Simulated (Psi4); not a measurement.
## Run report: GeO, geometry relaxation (part 1 of 2)

GeO, computed with MP2/pcseg-1, RHF (Psi4 1.11).

The geometry comes from this level: PBE0-D4/def2-TZVP.

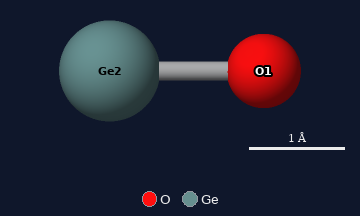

Figure 1. The structure as given in the input (ball-and-stick view, seen on its broad side; atoms are numbered from 1 in the order of the input). Sticks mark near contacts.

Summary:

- outcome: converged
- total energy: −2150.210284 hartree
- SCF energy: −2149.911473 hartree
- MP2 energy: −2150.210284 hartree
- correlation energy: −0.298811 hartree
- basis functions: 41
- HOMO of the SCF reference: 27.21 eV
- LUMO of the SCF reference: −0.04 eV
- hardware: 1 thread of INTEL XEON PLATINUM @ 2.30GHz (Emerald Rapids), 24 GiB of memory available, shared host
- wall time: 2.5 s
- peak memory: 0.23 GiB

Remarks:

Further notes kept with the run: positive occupied level.

Input file (run.py):
```python
import psi4

psi4.set_memory(1600000000)
psi4.set_num_threads(1)
psi4.set_output_file('psi4.out', False)

m = psi4.geometry("""
O      0.000000     0.000000    -0.023040
Ge     0.000000     0.000000     1.599530
symmetry c1
""")

options = {'basis': 'pcseg-1', 'reference': 'rhf', 'freeze_core': 'true', 'df_basis_scf': 'def2-universal-jkfit'}
psi4.set_options(options)

E = psi4.optimize('mp2')
print(f'total energy {E:.8f} hartree = {E * 27.211386:.5f} eV')
print(m.to_string(dtype='xyz', units='Angstrom'))
for k, v in sorted(psi4.core.scalar_variables().items()):
    print(f'{k:45s} {v:18.10f}')
```

Launched with:
```bash
python run.py
```

Output:
```
Psi4 1.11 release

gradient() will perform analytic gradient computation.
    SCF Algorithm Type (re)set to DF.

   => Loading Basis Set <=

    Name: PCSEG-1
    Role: ORBITAL
    Keyword: BASIS

         ---------------------------------------------------------
                                   SCF
                              RHF Reference
                        1 Threads,   1525 MiB Core
         ---------------------------------------------------------

  ==> Geometry <==

    Molecular point group: c1
    Full point group: C_inf_v

    Geometry (in Angstrom), charge = 0, multiplicity = 1:

       Center              X                  Y                   Z               Mass
    ------------   -----------------  -----------------  -----------------  -----------------
         O            0.000000000000     0.000000000000    -1.333935697428    15.994914619570
         GE           0.000000000000     0.000000000000     0.288634302572    73.921177761000

  Running in c1 symmetry.

  Rotational constants: A = ************  B =      0.48694  C =      0.48694 [cm^-1]
  Rotational constants: A = ************  B =  14598.12024  C =  14598.12024 [MHz]
  Nuclear repulsion =   83.490614230215044

  Charge       = 0
  Multiplicity = 1
  Electrons    = 40
  Nalpha       = 20
  Nbeta        = 20

  ==> Algorithm <==

  SCF Algorithm Type is DF.
  DIIS enabled.
  MOM disabled.
  Fractional occupation disabled.
  Guess Type is SAD.
  Energy threshold   = 1.00e-10
  Density threshold  = 1.00e-10
  Integral threshold = 1.00e-12

  ==> Primary Basis <==

  Basis Set: PCSEG-1
    Blend: PCSEG-1
    Number of shells: 17
    Number of basis functions: 41
    Number of Cartesian functions: 44
    Spherical Harmonics?: true
    Max angular momentum: 2

   => Loading Basis Set <=

    Name: DEF2-UNIVERSAL-JKFIT
    Role: JKFIT
    Keyword: DF_BASIS_SCF

  ==> Integral Setup <==

  DFHelper Memory: AOs need 0.006 GiB; user supplied 1.118 GiB.
  SCF_SUBTYPE=INCORE selected. In-core MEM_DF algorithm will be used.
  Using in-core AOs.

  ==> MemDFJK: Density-Fitted J/K Matrices <==

    J tasked:                   Yes
    K tasked:                   Yes
    wK tasked:                   No
    Memory [MiB]:              1144
    Algorithm:                 Core
    Schwarz Cutoff:           1E-12
    Mask sparsity (%):       0.4759
    Fitting Condition:        1E-10

   => Auxiliary Basis Set <=

  Basis Set: DEF2-UNIVERSAL-JKFIT
    Blend: DEF2-UNIVERSAL-JKFIT
    Number of shells: 85
    Number of basis functions: 343
    Number of Cartesian functions: 464
    Spherical Harmonics?: true
    Max angular momentum: 5

  Minimum eigenvalue in the overlap matrix is 3.4024382564E-02.
  Reciprocal condition number of the overlap matrix is 1.1041493723E-02.
    Using symmetric orthogonalization.

  ==> Pre-Iterations <==

  SCF Guess: Superposition of Atomic Densities via on-the-fly atomic UHF (no occupation information).

   -------------------------
    Irrep   Nso     Nmo
   -------------------------
     A         41      41
   -------------------------
    Total      41      41
   -------------------------

  ==> Iterations <==

                           Total Energy        Delta E     RMS |[F,P]|

   @DF-RHF iter SAD: -2144.97072266413670   -2.14497e+03   0.00000e+00
   @DF-RHF iter   1: -2149.61858694589864   -4.64786e+00   2.01431e-02 DIIS/ADIIS
   @DF-RHF iter   2: -2149.89698038890265   -2.78393e-01   5.09336e-03 DIIS/ADIIS
   @DF-RHF iter   3: -2149.90618207657280   -9.20169e-03   3.57447e-03 DIIS/ADIIS
   @DF-RHF iter   4: -2149.91472003389572   -8.53796e-03   3.54482e-04 DIIS/ADIIS
   @DF-RHF iter   5: -2149.91488063548695   -1.60602e-04   4.64201e-05 DIIS
   @DF-RHF iter   6: -2149.91488498232911   -4.34684e-06   1.13164e-05 DIIS
   @DF-RHF iter   7: -2149.91488529671415   -3.14385e-07   4.54448e-06 DIIS
   @DF-RHF iter   8: -2149.91488534791642   -5.12023e-08   1.11219e-06 DIIS
   @DF-RHF iter   9: -2149.91488535271219   -4.79577e-09   1.37614e-07 DIIS
   @DF-RHF iter  10: -2149.91488535274357   -3.13776e-11   1.92757e-08 DIIS
   @DF-RHF iter  11: -2149.91488535274402   -4.54747e-13   1.79435e-09 DIIS
   @DF-RHF iter  12: -2149.91488535274266    1.36424e-12   4.42045e-10 DIIS
   @DF-RHF iter  13: -2149.91488535274220    4.54747e-13   3.84628e-11 DIIS
  Energy and wave function converged.

  ==> Post-Iterations <==

    Orbital Energies [Eh]
    ---------------------

    Doubly Occupied:

       1A   -405.200010     2A    -52.141523     3A    -46.266599
       4A    -46.266599     5A    -46.264270     6A    -20.517930
       7A     -7.227465     8A     -5.224177     9A     -5.224177
      10A     -5.218610    11A     -1.701959    12A     -1.699552
      13A     -1.699552    14A     -1.692616    15A     -1.692616
      16A     -1.237087    17A     -0.616507    18A     -0.452836
      19A     -0.452836    20A     -0.427726

    Virtual:

      21A      0.034455    22A      0.034455    23A      0.171043
      24A      0.331409    25A      0.430898    26A      0.430898
      27A      0.503732    28A      0.503732    29A      0.508057
      30A      0.540576    31A      0.540576    32A      0.804585
      33A      1.217206    34A      1.241053    35A      1.241053
      36A      1.954772    37A      2.588227    38A      2.588227
      39A      2.659775    40A      2.659775    41A      2.961362

    Final Occupation by Irrep:
              A
    DOCC [    20 ]
    NA   [    20 ]
    NB   [    20 ]

  @DF-RHF Final Energy: -2149.91488535274220

   => Energetics <=

    Nuclear Repulsion Energy =             83.4906142302150442
    One-Electron Energy =               -3164.3617100094588750
    Two-Electron Energy =                 930.9562104265019116
    Total Energy =                      -2149.9148853527417486

Computation Completed

Properties will be evaluated at   0.000000,   0.000000,   0.000000 [a0]

Properties computed using the SCF density matrix

 Multipole Moments:

 ------------------------------------------------------------------------------------
     Multipole            Electronic (a.u.)      Nuclear  (a.u.)        Total (a.u.)
 ------------------------------------------------------------------------------------

 L = 1.  Multiply by 2.5417464519 to convert [e a0] to [Debye]
 Dipole X            :          0.0000000            0.0000000            0.0000000
 Dipole Y            :          0.0000000            0.0000000            0.0000000
 Dipole Z            :          4.3629049           -2.7121121            1.6507928
 Magnitude           :                                                    1.6507928

 ------------------------------------------------------------------------------------

	total time  =          1 seconds =       0.02 minutes

  //>>>>>>>>>>>>>>>>>>>>>>>>>>>>>>>>>>>//
  //               DFMP2               //
  //<<<<<<<<<<<<<<<<<<<<<<<<<<<<<<<<<<<//

   => Loading Basis Set <=

    Name: (PCSEG-1 AUX)
    Role: RIFIT
    Keyword: DF_BASIS_MP2

	 --------------------------------------------------------
	                          DF-MP2
	      2nd-Order Density-Fitted Moller-Plesset Theory
	              RMP2 Wavefunction,   1 Threads

	 --------------------------------------------------------

   => Auxiliary Basis Set <=

  Basis Set: (PCSEG-1 AUX)
    Blend: DEF2-SVP-RI
    Number of shells: 49
    Number of basis functions: 175
    Number of Cartesian functions: 219
    Spherical Harmonics?: true
    Max angular momentum: 4

	 --------------------------------------------------------
	                 NBF =    41, NAUX =   175
	 --------------------------------------------------------
	   CLASS    FOCC     OCC    AOCC    AVIR     VIR    FVIR
	   PAIRS      10      20      10      21      21       0
	 --------------------------------------------------------

  DFHelper Memory: AOs need 0.006 GiB; user supplied 1.118 GiB.
  SCF_SUBTYPE=INCORE selected. In-core MEM_DF algorithm will be used.
  Using in-core AOs.

         ------------------------------------------------------------
                                     CPHF
         ------------------------------------------------------------

  ==> Geometry <==

    Molecular point group: c1
    Full point group: C_inf_v

    Geometry (in Angstrom), charge = 0, multiplicity = 1:

       Center              X                  Y                   Z               Mass
    ------------   -----------------  -----------------  -----------------  -----------------
         O            0.000000000000     0.000000000000    -1.333935697428    15.994914619570
         GE           0.000000000000     0.000000000000     0.288634302572    73.921177761000

  Nuclear repulsion =   83.490614230215044
  Reference energy  = -2149.914885352742203

  ==> Basis Set <==

  Basis Set: PCSEG-1
    Blend: PCSEG-1
    Number of shells: 17
    Number of basis functions: 41
    Number of Cartesian functions: 44
    Spherical Harmonics?: true
    Max angular momentum: 2

   Number of roots    =         1
   Preconditioning    =    JACOBI
   Convergence cutoff =     1E-06
   Maximum iterations =       100

  ==> MemDFJK: Density-Fitted J/K Matrices <==

    J tasked:                   Yes
    K tasked:                   Yes
    wK tasked:                   No
    Memory [MiB]:              1144
    Algorithm:                 Core
    Schwarz Cutoff:           1E-12
    Mask sparsity (%):       0.4759
    Fitting Condition:        1E-10

   => Auxiliary Basis Set <=

  Basis Set: DEF2-UNIVERSAL-JKFIT
    Blend: DEF2-UNIVERSAL-JKFIT
    Number of shells: 85
    Number of basis functions: 343
    Number of Cartesian functions: 464
    Spherical Harmonics?: true
    Max angular momentum: 5

  ==> CPHF Iterations <==

  => Iterations <=

             Iter  Converged  Remaining    Residual
  CGR           1          0          1   1.786E-01
  CGR           2          0          1   5.789E-02
  CGR           3          0          1   1.811E-02
  CGR           4          0          1   4.108E-03
  CGR           5          0          1   4.220E-04
  CGR           6          0          1   4.457E-05
  CGR           7          0          1   7.564E-06
  CGR           8          0          1   1.193E-06
  CGR           9          1          0   1.603E-07

    CGRSolver converged.

  ==> DFCorrGrad: Density-Fitted Correlated Gradients <==

    Integrals threads:           1
    Memory [GiB]:            1.118
    Schwarz Cutoff:          0E+00
    Fitting Condition:       1E-10

   => Auxiliary Basis Set <=

  Basis Set: DEF2-UNIVERSAL-JKFIT
    Blend: DEF2-UNIVERSAL-JKFIT
    Number of shells: 85
    Number of basis functions: 343
    Number of Cartesian functions: 464
    Spherical Harmonics?: true
    Max angular momentum: 5

	-----------------------------------------------------------
	 ==================> DF-MP2 Energies <====================
	-----------------------------------------------------------
	 Reference Energy          =   -2149.9148853527422034 [Eh]
	 Singles Energy            =      -0.0000000000000000 [Eh]
	 Same-Spin Energy          =      -0.0815979500930402 [Eh]
	 Opposite-Spin Energy      =      -0.2118458448318193 [Eh]
	 Correlation Energy        =      -0.2934437949248594 [Eh]
	 Total Energy              =   -2150.2083291476669729 [Eh]
	-----------------------------------------------------------
	 ================> DF-SCS-MP2 Energies <==================
	-----------------------------------------------------------
	 SCS Same-Spin Scale       =       0.3333333333333333 [-]
	 SCS Opposite-Spin Scale   =       1.2000000000000000 [-]
	 SCS Same-Spin Energy      =      -0.0271993166976801 [Eh]
	 SCS Opposite-Spin Energy  =      -0.2542150137981831 [Eh]
	 SCS Correlation Energy    =      -0.2814143304958632 [Eh]
	 SCS Total Energy          =   -2150.1962996832380668 [Eh]
	-----------------------------------------------------------

  -Total Gradient:
     Atom            X                  Y                   Z
    ------   -----------------  -----------------  -----------------
       1       -0.000000000000    -0.000000000000     0.044079285458
       2        0.000000000000     0.000000000000    -0.044079285437

	total time  =          0 seconds =       0.00 minutes

    			-----------------------------------------

    			 OPTKING 3.0: for geometry optimizations

    			        with contributions from

    			-----------------------------------------

	                            ===> Fragment 1 <==

	 Z (Atomic Numbers)          Masses                          Geom
	       8.000000            15.994915          0.00000000  0.00000000 -2.52077314
	      32.000000            73.921178          0.00000000  0.00000000  0.54543978

	 - Coordinate -           - BOHR/RAD -       - ANG/DEG -
	 R(1,2)           =         3.066213           1.622570

	        --- Internal Coordinate Step in ANG or DEG, aJ/ANG or AJ/DEG ---
	-------------------------------------------------------------------------------
	           Coordinate      Previous         Force          Change          New
	           ----------      --------        ------          ------        ------
	               R(1,2)       1.62257        0.36316        0.04911       1.67168
	-------------------------------------------------------------------------------

	                                 ==> Convergence Check <==

	Measures of convergence in internal coordinates in au.

	Criteria marked as inactive (o), active & met (*), and active & unmet ( ).
```
